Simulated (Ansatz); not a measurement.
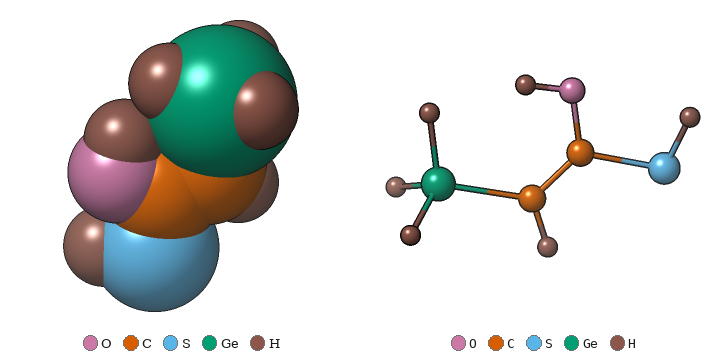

Both panels show the same species.

Description:

The molecule is C₂H₆GeOS. SMILES: `O/C(S)=[CH]\[GeH3]`. Among its groups: alkene, thiol. Coordination: 1 O bent; 2 C trigonal planar; 1 S bent; 1 Ge tetrahedral.

More results for the same structure follow; atom numbers are the same in all pictures, views and colours differ. The geometry was computed by an optimisation with PBE0-D4/def2-TZVP.

## Geometry

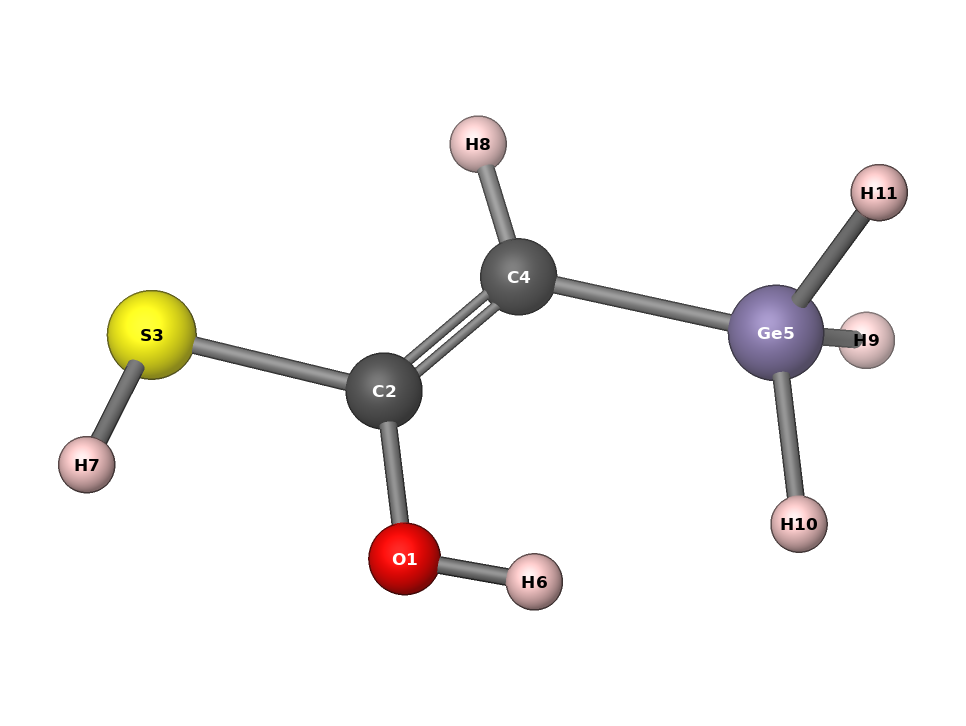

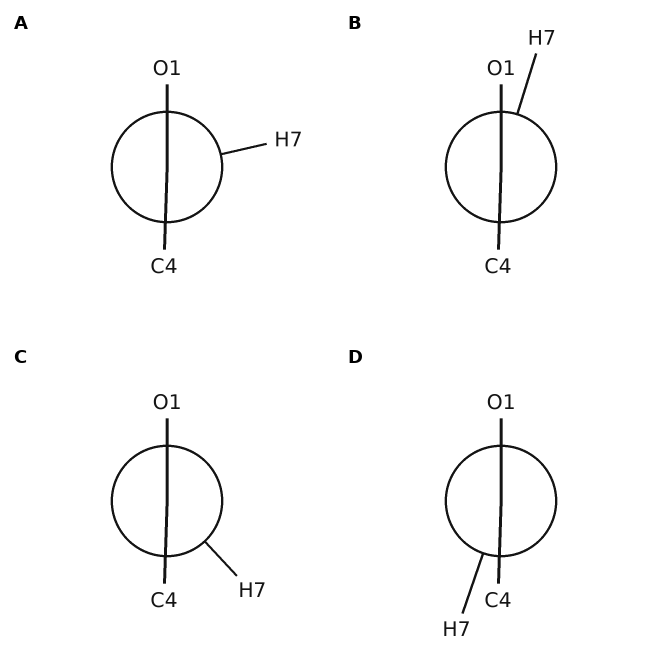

Atoms fade into the background with distance from the viewer. Bonds that would overlap in a projection are set slightly apart.

Question: Which Newman projection shows the view along C2–S3, with C2 in front?

Answer: B. The torsion angle O1–C2–S3–H7 is 17°, synperiplanar.

## Levels of theory compared

Program: Ansatz 0.2.0.

At this fixed geometry, give dipole (D), HOMO energy (eV) at these levels: B3LYP-D4/def2-TZVPP; PBE-D4/def2-TZVPP; r2SCAN-D4/def2-TZVPP; ωB97M-V/def2-TZVPP.

```csv
level,dipole (D),HOMO energy (eV)
B3LYP-D4/def2-TZVPP,0.83,−6.29
PBE-D4/def2-TZVPP,0.84,−5.39
r2SCAN-D4/def2-TZVPP,0.88,−5.61
ωB97M-V/def2-TZVPP,0.86,−8.63
```

## Thermal motion

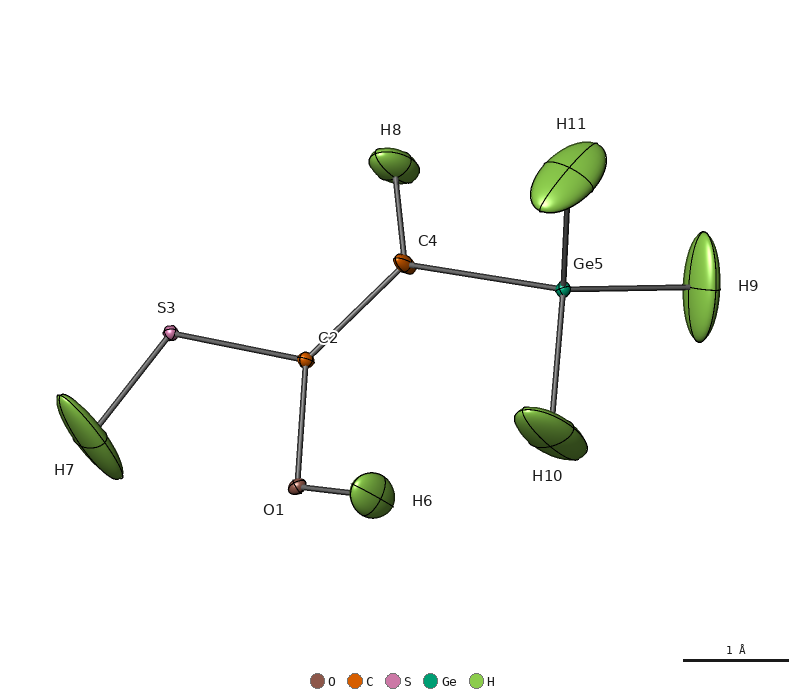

Displacement ellipsoids at the 50 % level, from the internal vibrations of the free molecule (harmonic, no overall translation or rotation; no half-axis is drawn under 0.075 Å). Vibrations computed with RKS PBE0-D4/def2-TZVP (Ansatz 0.2.0). Temperature: 100 K.

Question: Which atom moves most?

Answer: H7, with U_eq = 0.0605 Å².

Question: Does H7 move more along its bond or across it?

Answer: Across it: the root-mean-square amplitude is 0.083 Å along the bond and up to 0.392 Å across, since bending and torsion are softer than stretching.

List U_eq and the three principal root-mean-square amplitudes for each kind of atom. Atoms whose distances differ by more than 0.02 Å in this geometry are listed apart.

| atom | U_eq (Å²) | rms amplitudes (Å) |
| --- | --- | --- |
| O1 | 0.0024 | 0.040, 0.046, 0.060 |
| C2 | 0.0025 | 0.038, 0.046, 0.063 |
| S3 | 0.0011 | 0.024, 0.035, 0.041 |
| C4 | 0.0051 | 0.037, 0.053, 0.106 |
| Ge5 | 0.00028 | 0.011, 0.014, 0.023 |
| H6 | 0.0209 | 0.079, 0.137, 0.194 |
| H7 | 0.0605 | 0.082, 0.147, 0.392 |
| H8 | 0.0225 | 0.087, 0.126, 0.210 |
| H9 | 0.0530 | 0.089, 0.185, 0.342 |
| H10 | 0.0510 | 0.090, 0.164, 0.343 |
| H11 | 0.0519 | 0.089, 0.179, 0.340 |

## Charges

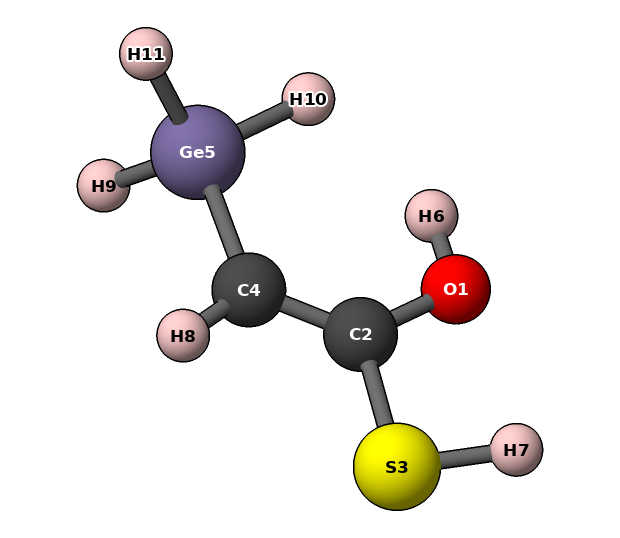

The questions are on Mulliken charges. Level of theory: RKS r2SCAN-D4/def2-TZVPP (Ansatz 0.2.0).

Question: Which atom carries the highest charge (most positive or least negative)?

Answer: C2 (0.26 e).

Question: And the lowest?

Answer: C4 (−0.33 e).

Give the Mulliken charges atom by atom.

```csv
atom,value (e)
O1,−0.30
C2,0.26
S3,−0.10
C4,−0.33
Ge5,0.15
H6,0.21
H7,0.11
H8,0.07
H9,−0.01
H10,−0.05
H11,−0.01
```

Mulliken values depend strongly on the basis set and can even reverse the polarity of a bond.
